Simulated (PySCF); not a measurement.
# C3H5FN2Si2: excited-state calculation

System: C3H5FN2Si2, SMILES C#C[Si@@H](F)[Si@@H](N)C#N.
Method: TDDFT CAM-B3LYP/def2-SVPD, vertical, gas phase, core orbitals frozen in the response (PySCF 2.14.0).

The geometry comes from this level: GFN2-xTB.

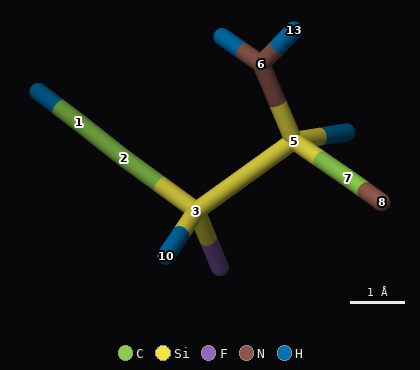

Fig. 1: The input geometry (stick view, seen at a tilt; atoms are numbered from 1 in the order of the input).

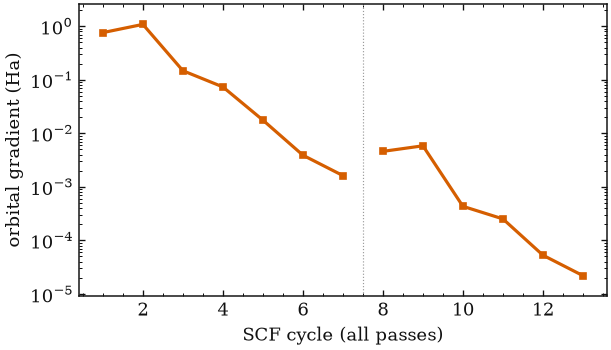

Fig. 2: Convergence of the self-consistent field: orbital gradient against the SCF cycle. The dotted line marks the change from a coarse to the final integration grid. The first 7 cycles use a coarse grid, the final grid takes over at cycle 8, and the field converges after 13 cycles in all.

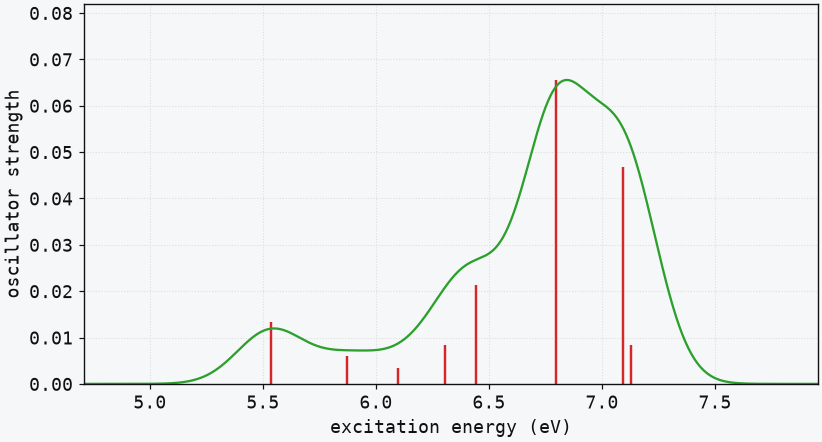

Fig. 3: Computed excitations as sticks (degenerate states added up, dark ones marked on the axis), with a Gaussian envelope of 0.35 eV full width at half maximum, scaled to the tallest. Of the 8 states the lowest lies at 5.54 eV (f = 0.013); the strongest line is at 6.79 eV, or 182 nm (f = 0.066).

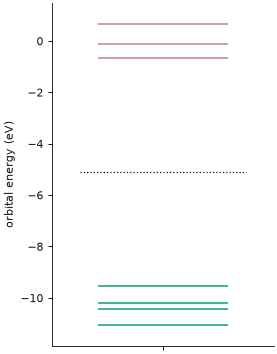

Fig. 4: Orbital energies near the frontier; the dotted line parts filled from empty levels, and levels within 0.02 eV of each other stand side by side. Highest filled −9.55 eV, lowest empty −0.66 eV, 8.89 eV apart.

These pictures come from the run below.

Input file:
```
{"job": {"kind": "uv", "xc": "CAM-B3LYP", "basis": "def2-SVPD", "nstates": 8, "ntriplets": 3}, "charge": 0, "multiplicity": 1}
C     -2.795809     1.502499    -0.750420
C     -2.112788     0.529832    -0.566361
Si    -1.007051    -0.933197    -0.303046
F     -1.151260    -1.820010    -1.650488
Si     1.197709    -0.284168    -0.158760
N      1.217207     1.106918     0.853930
C      2.204612    -1.513111     0.833025
N      2.812425    -2.279709     1.429339
H     -3.409212     2.342333    -0.913043
H     -1.605708    -1.783206     0.720671
H      1.959244    -0.186847    -1.421842
H      0.603179     1.880952     0.661803
H      2.083064     1.438201     1.247462
```

The first line tells a small driver script what to run in PySCF; the rest is the geometry in Å.

Launched with:
```bash
OMP_NUM_THREADS=1 python <driver script> task.json out
```

Log:
```
coarse grid: 12816 points
cycle   1  E = -904.8821650880  dE =  8.141e-01  |g| = 7.623e-01  |ddm| = 8.295e+00
cycle   2  E = -904.7867160492  dE =  9.545e-02  |g| = 1.086e+00  |ddm| = 2.421e+00
cycle   3  E = -905.0127092600  dE = -2.260e-01  |g| = 1.478e-01  |ddm| = 1.117e+00
cycle   4  E = -905.0165568684  dE = -3.848e-03  |g| = 7.357e-02  |ddm| = 2.338e-01
cycle   5  E = -905.0176473240  dE = -1.090e-03  |g| = 1.764e-02  |ddm| = 1.273e-01
cycle   6  E = -905.0177163604  dE = -6.904e-05  |g| = 3.901e-03  |ddm| = 3.933e-02
cycle   7  E = -905.0177196156  dE = -3.255e-06  |g| = 1.622e-03  |ddm| = 9.295e-03
final grid: 117928 points
cycle   8  E = -905.1399057070  dE = -1.802e-05  |g| = 4.602e-03  |ddm| = 5.791e-02
cycle   9  E = -905.1399031593  dE =  2.548e-06  |g| = 5.843e-03  |ddm| = 1.246e-02
cycle  10  E = -905.1399101728  dE = -7.014e-06  |g| = 4.324e-04  |ddm| = 6.521e-03
cycle  11  E = -905.1399102065  dE = -3.372e-08  |g| = 2.517e-04  |ddm| = 7.945e-04
cycle  12  E = -905.1399102223  dE = -1.576e-08  |g| = 5.282e-05  |ddm| = 4.422e-04
cycle  13  E = -905.1399102229  dE = -6.132e-10  |g| = 2.190e-05  |ddm| = 1.033e-04
converged SCF energy = -905.1399102229

Static polarisability (au): isotropic 94.398, principal 74.864 83.370 124.961

Singlet excitations
state   eV       nm        f      main configurations
  1   5.5352    224.0   0.01329   H->L 0.76, H-1->L 0.09
  2   5.8723    211.1   0.00610   H-1->L 0.43, H->L 0.15, H->L+1 0.13
  3   6.0962    203.4   0.00347   H-2->L 0.42, H->L+1 0.17, H-1->L+1 0.11
  4   6.3034    196.7   0.00828   H-2->L+1 0.43, H-2->L+3 0.15, H-1->L 0.09
  5   6.4410    192.5   0.02138   H->L+1 0.60, H-1->L+1 0.10
  6   6.7948    182.5   0.06554   H-3->L 0.46, H-1->L 0.11, H-1->L+1 0.09
  7   7.0909    174.8   0.04685   H->L+2 0.30, H-4->L 0.14
  8   7.1296    173.9   0.00838   H->L+2 0.47, H-4->L 0.14

Triplet excitations (Tamm-Dancoff, eV): 4.9140 5.1163 5.3463
```

Summary:

```tsv
quantity	value
outcome	converged
total energy	−905.139910 hartree
HOMO	−9.55 eV
LUMO	−0.66 eV
dipole moment	5.27 D
mean polarisability	94.40 a.u.
lowest singlet excitation	5.54 eV
hardware	1 CPU thread, shared host
wall time	79 s
peak memory	0.97 GiB
```
